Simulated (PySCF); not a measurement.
## What a change does: NMR shielding calculation on CCl3F3O3SSi

System: CCl3F3O3SSi, SMILES O=S(=O)(O[Si](Cl)(Cl)Cl)C(F)(F)F.
Method of run A: GIAO PBE0/pcSseg-2 NMR shielding, non-relativistic, gas phase (PySCF 2.14.0).

The geometry comes from this level: PBE0-D3(BJ)/def2-SVP. Text and figures count atoms from 1; the logs count them from 0 in places.

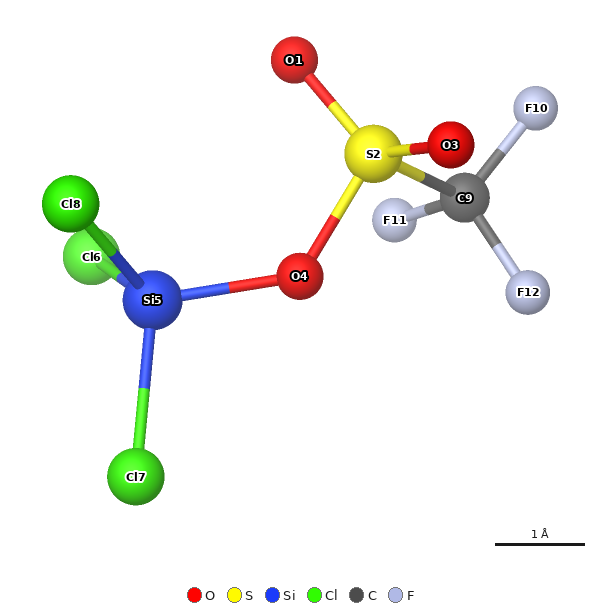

Figure 1. The structure (ball-and-stick view, seen at a tilt; atoms are numbered from 1 in the order of the input). Bond lengths as drawn: Cl–Si 2.02 Å, C–F 1.31 to 1.32 Å, C–S 1.86 Å, O–S 1.44 to 1.61 Å and O–Si 1.68 Å.

Input, run A:
```
{"job": {"kind": "nmr", "xc": "PBE0", "basis": "pcSseg-2", "pop": false}, "charge": 0, "multiplicity": 1}
O      1.244806     1.608388     0.471802
S      1.441046     0.182915     0.589674
O      2.117557    -0.437090     1.694438
O      0.029916    -0.569228     0.375218
Si    -1.522055     0.071411     0.254682
Cl    -1.670233     1.251746    -1.381557
Cl    -2.706954    -1.557827     0.073511
Cl    -1.934266     1.110565     1.939978
C      2.240152    -0.412824    -0.975202
F      3.458767     0.083074    -1.016220
F      1.544705     0.014780    -2.010060
F      2.289581    -1.726641    -0.979352
```

The first line tells a small driver script what to run in PySCF; the rest is the geometry in Å.

Hardware: 8 threads of Intel Xeon @ 2.50GHz (Skylake/Cascade Lake), 189 GiB of memory available, shared host.

Output (run A):
```
coarse grid: 15728 points
cycle   1  E = -2630.4054019463  dE =  2.926e+00  |g| = 1.589e+00  |ddm| = 3.222e+00
cycle   2  E = -2629.1708203084  dE =  1.235e+00  |g| = 3.128e+00  |ddm| = 2.476e+00
cycle   3  E = -2630.8231142182  dE = -1.652e+00  |g| = 3.437e-01  |ddm| = 1.791e+00
cycle   4  E = -2630.8376100121  dE = -1.450e-02  |g| = 1.982e-01  |ddm| = 2.702e-01
cycle   5  E = -2630.8439778938  dE = -6.368e-03  |g| = 3.861e-02  |ddm| = 1.031e-01
cycle   6  E = -2630.8442282736  dE = -2.504e-04  |g| = 1.319e-02  |ddm| = 3.334e-02
cycle   7  E = -2630.8442616245  dE = -3.335e-05  |g| = 3.488e-03  |ddm| = 1.136e-02
cycle   8  E = -2630.8442638297  dE = -2.205e-06  |g| = 1.225e-03  |ddm| = 2.642e-03
final grid: 138560 points
cycle   9  E = -2630.8503813760  dE = -1.101e-04  |g| = 1.023e-02  |ddm| = 2.867e-02
cycle  10  E = -2630.8503667647  dE =  1.461e-05  |g| = 1.273e-02  |ddm| = 1.230e-02
cycle  11  E = -2630.8503940007  dE = -2.724e-05  |g| = 2.993e-03  |ddm| = 8.068e-03
cycle  12  E = -2630.8503953717  dE = -1.371e-06  |g| = 9.003e-04  |ddm| = 1.903e-03
cycle  13  E = -2630.8503955117  dE = -1.400e-07  |g| = 2.666e-04  |ddm| = 5.961e-04
cycle  14  E = -2630.8503955240  dE = -1.231e-08  |g| = 5.733e-05  |ddm| = 1.762e-04
cycle  15  E = -2630.8503955246  dE = -5.839e-10  |g| = 1.229e-05  |ddm| = 4.223e-05
converged SCF energy = -2630.8503955246

GIAO shielding tensors (ppm)
atom      isotropic    diamagn.    paramagn.     s11        s22        s33       span
  0 O       90.708     397.163    -306.455     36.465     95.548    140.110    103.645
  1 S      170.792    1049.909    -879.118     -5.458    100.355    417.478    422.936
  2 O       90.283     392.273    -301.990     34.444    100.448    135.956    101.512
  3 O       83.818     405.021    -321.203     22.948     41.608    186.899    163.951
  4 Si     358.227     875.247    -517.020    317.254    376.434    380.994     63.740
  5 Cl     786.983    1148.997    -362.014    682.033    698.456    980.459    298.426
  6 Cl     797.373    1147.479    -350.106    696.470    697.850    997.797    301.327
  7 Cl     777.205    1147.637    -370.432    676.267    682.273    973.076    296.809
  8 C       55.438     247.830    -192.392     42.889     60.261     63.165     20.275
  9 F      264.557     459.801    -195.244    204.192    248.469    341.009    136.816
 10 F      258.902     469.671    -210.770    202.456    236.702    337.548    135.092
 11 F      259.199     465.351    -206.152    201.886    236.947    338.763    136.877
```

For run B the input was changed thus:
```diff
-"xc": "PBE0"
+"xc": "KT2"
```

What does this change do to the results?

The total energies belong to different methods, so their difference says nothing on which is more stable or more accurate. The HOMO goes from −9.93 to −8.51 eV. The LUMO goes from −1.01 to −2.23 eV. The dipole moment goes from 2.15 to 2.06 D. Of all shieldings, the largest change is that of S2, by +34.2 ppm. The functional changes from PBE0 to KT2. Exact exchange removes part of the self-interaction error of semilocal functionals, which pushes filled and empty levels apart. The SCF takes 19 iterations against 15. On the same kind of shared host run B took about 0.69 times as long.

Output (run B):
```
coarse grid: 15728 points
cycle   1  E = -2655.0754967628  dE =  2.895e+00  |g| = 1.828e+00  |ddm| = 3.234e+00
cycle   2  E = -2651.9345676498  dE =  3.141e+00  |g| = 4.498e+00  |ddm| = 3.631e+00
cycle   3  E = -2655.5585175642  dE = -3.624e+00  |g| = 6.781e-01  |ddm| = 3.036e+00
cycle   4  E = -2655.6089824924  dE = -5.046e-02  |g| = 4.511e-01  |ddm| = 6.329e-01
cycle   5  E = -2655.6423216904  dE = -3.334e-02  |g| = 1.360e-01  |ddm| = 2.877e-01
cycle   6  E = -2655.6455686183  dE = -3.247e-03  |g| = 4.439e-02  |ddm| = 1.129e-01
cycle   7  E = -2655.6459029405  dE = -3.343e-04  |g| = 1.906e-02  |ddm| = 3.903e-02
cycle   8  E = -2655.6459559085  dE = -5.297e-05  |g| = 9.547e-03  |ddm| = 1.493e-02
cycle   9  E = -2655.6459737339  dE = -1.783e-05  |g| = 1.833e-03  |ddm| = 7.186e-03
cycle  10  E = -2655.6459743327  dE = -5.988e-07  |g| = 6.022e-04  |ddm| = 1.660e-03
final grid: 138560 points
cycle  11  E = -2655.6857807615  dE = -7.675e-04  |g| = 4.780e-02  |ddm| = 9.452e-02
cycle  12  E = -2655.6852891467  dE =  4.916e-04  |g| = 6.985e-02  |ddm| = 5.207e-02
cycle  13  E = -2655.6860131588  dE = -7.240e-04  |g| = 1.169e-02  |ddm| = 3.748e-02
cycle  14  E = -2655.6860304211  dE = -1.726e-05  |g| = 5.187e-03  |ddm| = 8.755e-03
cycle  15  E = -2655.6860355003  dE = -5.079e-06  |g| = 1.022e-03  |ddm| = 3.335e-03
cycle  16  E = -2655.6860356754  dE = -1.751e-07  |g| = 3.955e-04  |ddm| = 8.515e-04
cycle  17  E = -2655.6860357013  dE = -2.582e-08  |g| = 1.382e-04  |ddm| = 3.121e-04
cycle  18  E = -2655.6860357046  dE = -3.319e-09  |g| = 3.851e-05  |ddm| = 9.395e-05
cycle  19  E = -2655.6860357047  dE = -1.428e-10  |g| = 2.745e-05  |ddm| = 3.882e-05
converged SCF energy = -2655.6860357047

GIAO shielding tensors (ppm)
atom      isotropic    diamagn.    paramagn.     s11        s22        s33       span
  0 O       75.599     397.481    -321.882     21.366     78.739    126.692    105.326
  1 S      204.946    1052.253    -847.307     33.554    136.158    445.125    411.571
  2 O       75.138     392.613    -317.475     18.626     84.515    122.273    103.646
  3 O       64.249     405.842    -341.593      5.624     24.023    163.100    157.475
  4 Si     369.557     877.905    -508.348    328.713    387.590    392.368     63.654
  5 Cl     759.489    1150.684    -391.195    647.412    667.646    963.409    315.997
  6 Cl     770.833    1149.278    -378.445    664.188    665.999    982.312    318.124
  7 Cl     746.883    1149.417    -402.534    638.452    648.452    953.746    315.294
  8 C       53.529     251.226    -197.697     39.412     59.034     62.141     22.728
  9 F      247.249     460.473    -213.223    189.998    226.146    325.605    135.607
 10 F      241.387     469.935    -228.548    187.502    214.379    322.280    134.779
 11 F      241.787     465.806    -224.019    186.938    214.687    323.735    136.797
```

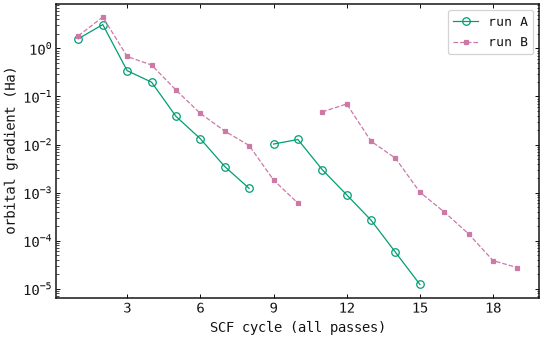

Figure 2. Convergence of the two runs: orbital gradient against the SCF cycle. A break in a curve parts two SCF passes (coarse and final grid). Run A takes 15 cycles in all, and run B takes 19.

The two runs side by side:

| quantity | run A | run B |
| --- | --- | --- |
| outcome | converged | converged |
| total energy (hartree) | −2630.850396 | −2655.686036 |
| HOMO (eV) | −9.93 | −8.51 |
| LUMO (eV) | −1.01 | −2.23 |
| dipole moment (D) | 2.15 | 2.06 |
| shielding of S2 (ppm) | 170.8 | 204.9 |
| shielding of O4 (ppm) | 83.8 | 64.2 |
| shielding of Cl6 (ppm) | 787.0 | 759.5 |
| shielding of Cl7 (ppm) | 797.4 | 770.8 |
| shielding of Cl8 (ppm) | 777.2 | 746.9 |
| shielding of F11 (ppm) | 258.9 | 241.4 |
| shielding of F12 (ppm) | 259.2 | 241.8 |
| SCF iterations | 15 | 19 |
| basis functions | 467 | 467 |
| wall time (shared host) | 5.9 min | 4.1 min |
